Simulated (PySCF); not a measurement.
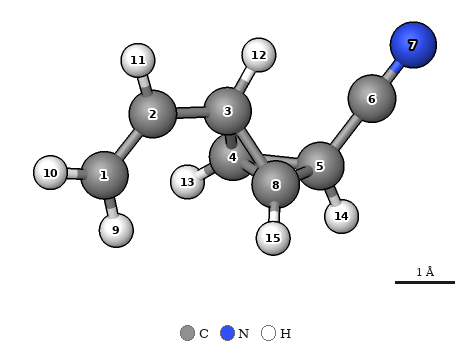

*The input geometry (ball-and-stick view, seen at a tilt; atoms are numbered from 1 in the order of the input).*

# C₇H₇N: excited-state calculation

The run: excited-state calculation of C₇H₇N. Method and program: TDDFT PBE0/def2-SVPD, vertical, IEF-PCM chloroform (non-equilibrium linear response), core orbitals frozen in the response (PySCF 2.14.0).

The geometry comes from this level: PBE0-D3(BJ)/def2-SVP. It belongs to a series of runs on one base structure; here: solvent chloroform.

Output
```
coarse grid: 13008 points
cycle   1  E = -324.8948907567  dE =  1.303e+00  |g| = 4.177e-01  |ddm| = 7.385e+00
cycle   2  E = -324.8018622812  dE =  9.303e-02  |g| = 7.811e-01  |ddm| = 1.950e+00
cycle   3  E = -324.9376148193  dE = -1.358e-01  |g| = 1.156e-01  |ddm| = 1.188e+00
cycle   4  E = -324.9407256428  dE = -3.111e-03  |g| = 3.157e-02  |ddm| = 2.352e-01
cycle   5  E = -324.9409561244  dE = -2.305e-04  |g| = 8.590e-03  |ddm| = 9.137e-02
cycle   6  E = -324.9409746842  dE = -1.856e-05  |g| = 2.100e-03  |ddm| = 2.592e-02
cycle   7  E = -324.9409756301  dE = -9.459e-07  |g| = 7.511e-04  |ddm| = 5.187e-03
final grid: 127056 points
cycle   8  E = -324.9873113125  dE = -3.498e-05  |g| = 7.009e-03  |ddm| = 1.783e-01
cycle   9  E = -324.9873079901  dE =  3.322e-06  |g| = 7.979e-03  |ddm| = 4.052e-02
cycle  10  E = -324.9873247577  dE = -1.677e-05  |g| = 1.070e-03  |ddm| = 2.044e-02
cycle  11  E = -324.9873250494  dE = -2.917e-07  |g| = 2.244e-04  |ddm| = 2.617e-03
cycle  12  E = -324.9873250606  dE = -1.118e-08  |g| = 8.556e-05  |ddm| = 7.444e-04
cycle  13  E = -324.9873250622  dE = -1.606e-09  |g| = 3.388e-05  |ddm| = 2.282e-04
cycle  14  E = -324.9873250624  dE = -2.121e-10  |g| = 1.595e-05  |ddm| = 6.051e-05
```

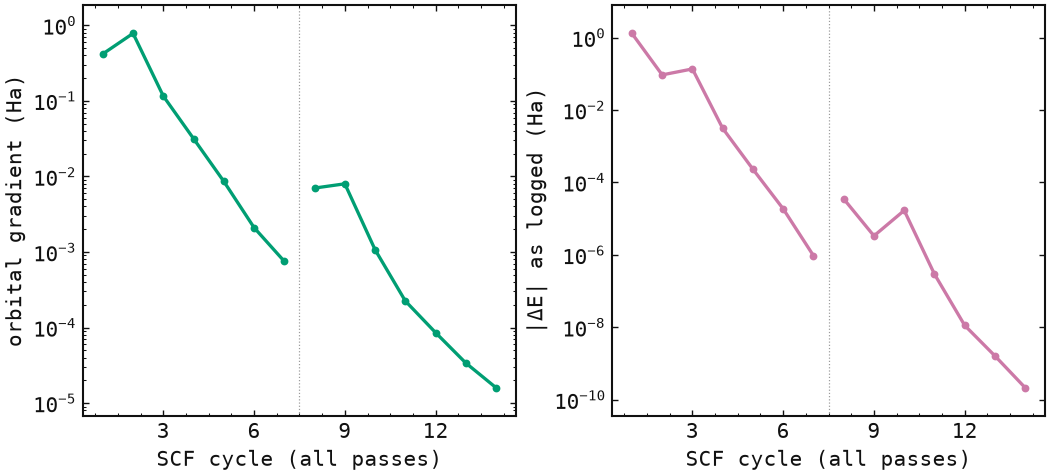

*Convergence of the self-consistent field: orbital gradient and size of the energy change against the SCF cycle. The dotted line marks the change from a coarse to the final integration grid.*

The first 7 cycles use a coarse grid, the final grid takes over at cycle 8, and the field converges after 14 cycles in all.

```
converged SCF energy = -324.9873250624

Static polarisability (au): isotropic 100.212, principal 75.630 91.843 133.164

Singlet excitations
state   eV       nm        f      main configurations
  1   6.5299    189.9   0.50207   H->L 0.95
  2   6.5724    188.6   0.00448   H-1->L 0.96
  3   6.9526    178.3   0.01221   H->L+1 0.90
  4   7.0441    176.0   0.01391   H->L+2 0.95
  5   7.2067    172.0   0.00034   H-1->L+2 0.93
  6   7.2657    170.6   0.00988   H-1->L+1 0.93
```

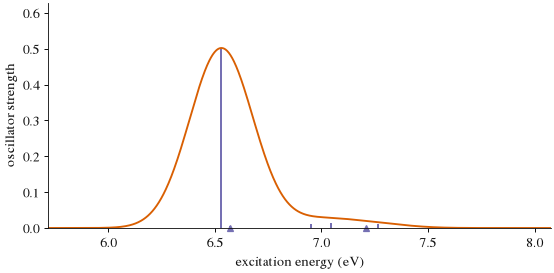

*Computed excitations as sticks (degenerate states added up, dark ones marked on the axis), with a Gaussian envelope of 0.35 eV full width at half maximum, scaled to the tallest.*

Of the 6 states the lowest lies at 6.53 eV (f = 0.502); the strongest line is at 6.53 eV, or 190 nm (f = 0.502).

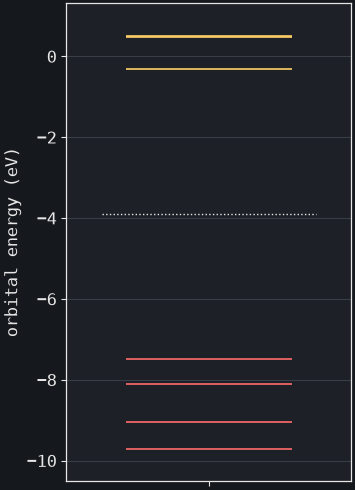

*Orbital energies near the frontier; the dotted line parts filled from empty levels, and levels within 0.02 eV of each other stand side by side.*

Highest filled −7.48 eV, lowest empty −0.32 eV, 7.16 eV apart.

The run was set up as follows.

Input file
```
{"job": {"kind": "uv", "xc": "PBE0", "basis": "def2-SVPD", "solvent": "chloroform", "nstates": 6, "ntriplets": 0}, "charge": 0, "multiplicity": 1}
C      1.438382     2.310283    -0.110199
C      0.922587     1.640212     0.923448
C      0.168049     0.361774     0.840496
C      0.539847    -0.620427    -0.231549
C     -0.754447    -1.366382    -0.327943
C     -1.298429    -2.090315     0.807285
N     -1.736283    -2.663207     1.713257
C     -0.714388     0.129344    -0.352188
H      1.342053     1.955740    -1.141622
H      1.980306     3.246883     0.038696
H      1.050461     2.042219     1.933377
H     -0.165621    -0.039800     1.807043
H      1.434225    -0.687623    -0.849171
H     -0.955675    -1.856668    -1.287440
H     -1.098476     0.831720    -1.090436
```

The first line tells a small driver script what to run in PySCF; the rest is the geometry in Å.

Run as:
```bash
OMP_NUM_THREADS=1 python <driver script> task.json out
```

Key numbers

| quantity | value |
| --- | --- |
| outcome | converged |
| total energy | −324.987325 hartree |
| HOMO | −7.48 eV |
| LUMO | −0.32 eV |
| dipole moment | 5.62 D |
| mean polarisability | 100.21 a.u. |
| lowest excitation | 6.53 eV |
| hardware | 1 CPU thread, shared host |
| wall time | 59 s |
| peak memory | 1 GiB |
